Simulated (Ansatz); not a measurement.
# SiH4 (singlet): wave-function methods side by side at distance H1–H2 along a hydrogen transfer = 1.116 Å, 6-31G

How much of the correlation energy of SiH4 (singlet) does each wave-function method recover here?

Computed with Ansatz 0.2.0, Gaussian basis. Level: 6-31G, core rule «outside noble gas», up to 5 orbitals frozen.

Plan: UHF; CCSD(T) on RHF; CCSD(T) on UHF; BCCD(T) on RHF; CCSDT(Q) on RHF; Full CI.

14 further runs of the same task are left out: 4 that didn't finish, 10 set aside as unsound or not needed.

### 1 What is computed

The geometry derives from fragments relaxed apart (PBE0/def2-TZVP) and kept rigid, so it is no stationary point. A hydrogen atom is moved between rigid fragments.

5 atoms, charge 0, spin multiplicity 1.

Atoms are counted from 1 here; the program's logs count them from 0.

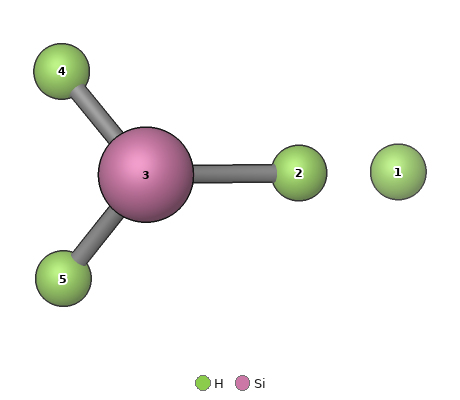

The geometry (hydrogen green, silicon pink); atoms are numbered from 1 in the order of the file.

### 2 UHF

Input file in.yaml:

```yaml
crystal:
  periodic: [false, false, false]
  atoms:
    - {symbol: H, position_ang: [-2.729568, 0.054876, 0.000000]}
    - {symbol: H, position_ang: [-1.613568, 0.054876, 0.000000]}
    - {symbol: Si, position_ang: [0.104432, 0.054876, 0.000000]}
    - {symbol: H, position_ang: [0.716612, -0.819409, 1.090012]}
    - {symbol: H, position_ang: [0.716612, -0.819409, -1.090012]}
basis:
  gaussian: {orbitals: 6-31G}
magnetization: {spin_polarized: true, initial_magnetization: 0}
hamiltonian: {xc: hf}
output: {orbitals: {seedname: orbitals}}
```

Launch:

```
ansatz run in.yaml --threads 1 --pin off --events-out ev --progress --plain --max-ram 2393MiB
```

The runs that follow: CCSD(T) on RHF; CCSD(T) on UHF; BCCD(T) on RHF; CCSDT(Q) on RHF; Full CI.

Q: Predict the results of all the runs planned. Wanted: FCI below the RHF energy; RMP2 from FCI; UMP2 from FCI; RCCSD from FCI; RCCSD(T) from FCI; UCCSD(T) from FCI; RCCSDT(Q) from FCI; T1 diagnostic; effectively unpaired electrons.

**Answer**, as computed:

| quantity | value |
| --- | --- |
| FCI below the RHF energy | -3.0996 eV |
| RMP2 from FCI | +1097.5 meV |
| UMP2 from FCI | +975.3 meV |
| RCCSD from FCI | +84.6 meV |
| RCCSD(T) from FCI | +24.9 meV |
| UCCSD(T) from FCI | +88.2 meV |
| RCCSDT(Q) from FCI | +0.6 meV |
| levels within 1 kcal/mol (43 meV) | RCCSD(T), BCCD(T), RCCSDT, RCCSDT(Q) |
| T1 diagnostic | 0.025 |
| effectively unpaired electrons | 0.35 |

What this shows: RCCSD(T) lands +24.9 meV from the yardstick (0.8 % of the correlation energy). CCSD(T) misses by +24.9 meV on the restricted determinant and by +88.2 meV on the unrestricted one; the two need not hold the same state or core. The occupations show some static correlation. These misses are within one basis, not against nature.
